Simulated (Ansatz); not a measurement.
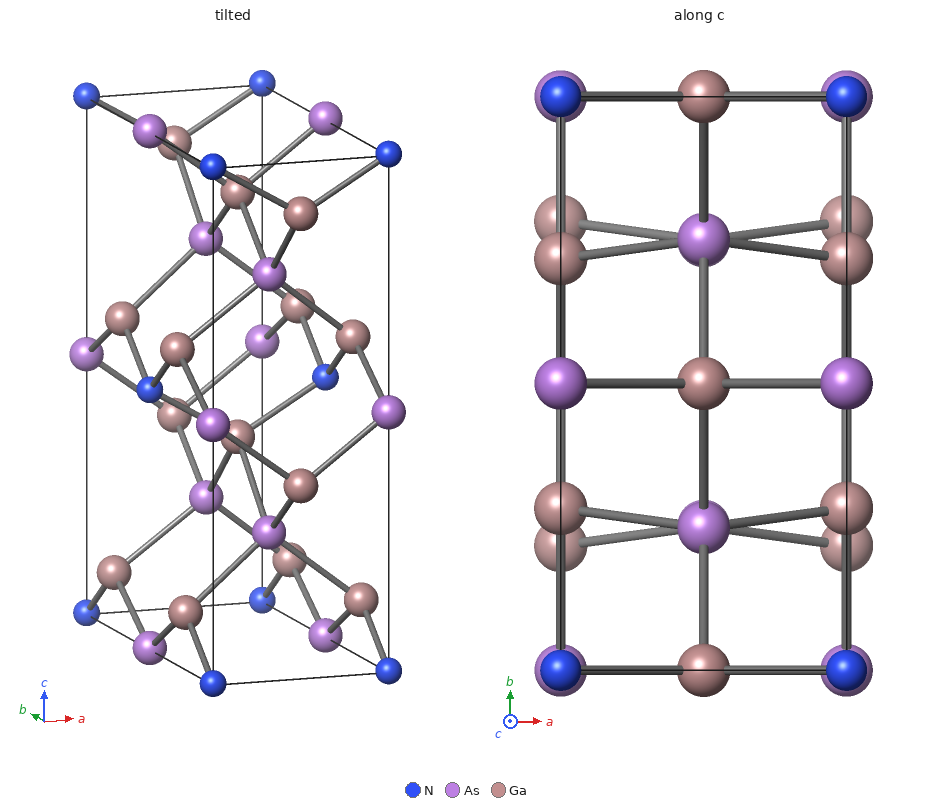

Ball-and-stick representation of a periodic structure, projected slightly off an axis and along the c axis. The conventional unit cell is drawn as a box.

Ga4As3N, space group Amm2 (No. 38), a = 3.809 Å, b = 7.648 Å, c = 10.772 Å, α = 90.00°, β = 90.00°, γ = 90.00°. Origin of the cell: a structure type filled with these elements by a generator (whether the compound takes this form wasn't checked). Earlier steps of the study, as a rule a relaxation of our own, may have changed the cell and positions, so they can lie some per cent off the listed ones. An electronic-structure calculation with Ansatz was run on it.

This one geometry was computed with Ansatz (DFT, plane waves, PAW) at three levels of theory: PBE, r2SCAN and PBE with spin-orbit coupling. It was relaxed beforehand with r2SCAN.

Which level gives the highest pressure at this volume, and what does that say about its equilibrium volume?

Answer. Highest: PBE (3.2 GPa) and PBE with spin-orbit coupling (3.2 GPa), which points to the largest equilibrium volume. Lowest, with the smallest volume: r2SCAN (0.0 GPa). Levels within 0.5 GPa of each other can't be told apart.

How does the band gap change with the level of theory?

Answer. All levels give a metal, though semilocal functionals underestimate gaps and can close a small one.

Collect the results in a table.

Answer.
| level | cutoff (eV) | k-mesh of the run's cell | gap (eV) | pressure (GPa) |
| --- | --- | --- | --- | --- |
| PBE | 420 | 6×4×4 | metal | 3.2 |
| r2SCAN | 500 | 6×4×4 | metal | 0.0 |
| PBE with spin-orbit coupling | 420 | 6×4×4 | metal | 3.2 |

Gaps are taken on the k-mesh or band path of each run.
